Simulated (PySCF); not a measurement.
Consider C$_{7}$H$_{13}$BSi.

Input

```
{"job": {"kind": "nmr", "xc": "PBE0", "basis": "pcSseg-1"}, "charge": 0, "multiplicity": 1}
B     -3.108534    -1.349453     0.394358
C     -3.198567     0.218760     0.406492
C     -1.738464     0.157347     0.066104
C     -1.346998     0.426766    -1.354486
C     -0.824653    -0.161995     1.008944
C      0.552036    -0.288601     0.765286
C      1.735751    -0.426635     0.577474
C      3.148704    -0.549684     0.335703
Si     3.865193     1.063432    -0.407147
H     -3.008390    -1.939061     1.399895
H     -3.158926    -1.938214    -0.617124
H     -3.762900     0.721106    -0.372600
H     -3.387907     0.693400     1.365329
H     -0.322118     0.113591    -1.543601
H     -2.012915    -0.090511    -2.041875
H     -1.424491     1.496582    -1.557186
H     -1.132106    -0.305293     2.036921
H      3.655346    -0.791828     1.273325
H      3.323104    -1.380221    -0.353428
H      3.197175     1.334681    -1.680608
H      3.639940     2.164193     0.529223
H      5.299310     0.851026    -0.617210
```

Run with:

```sh
OMP_NUM_THREADS=1 python probes_run.py task.json out
```

Geometry: GFN2-xTB.

The calculation used PBE0/pcSseg-1, SCF density, gas phase, non-relativistic (PySCF 2.14.0).

### Predict the electron density and electron localisation function between the atoms.

C–C (1.21 Å): the density is about 2.7 e/Å³ at the midpoint; the ELF peaks at about 0.85 between the atoms (a short, multiple covalent bond).
C–H (1.08 Å): ρ is about 2 e/Å³ halfway; the ELF climbs to about 1 towards the hydrogen, as it does in any bond to H (a covalent bond by its length).
C–C (1.35 Å): the density is about 2.2 e/Å³ at the midpoint; the ELF peaks at about 0.95 between the atoms, as expected for a covalent bond.

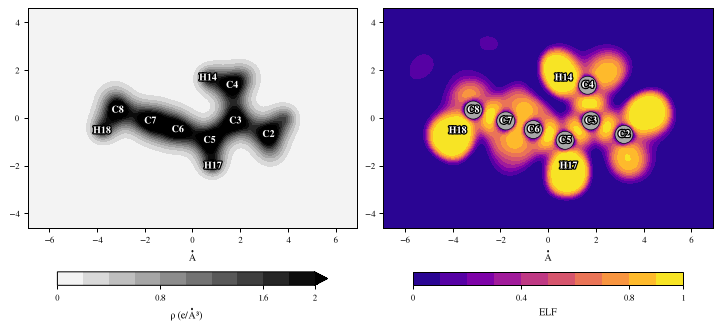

Computed electron density and electron localisation function on the plane of atoms C6, C5 and H17, in this order. Grey discs cover the atomic cores in the ELF map. 
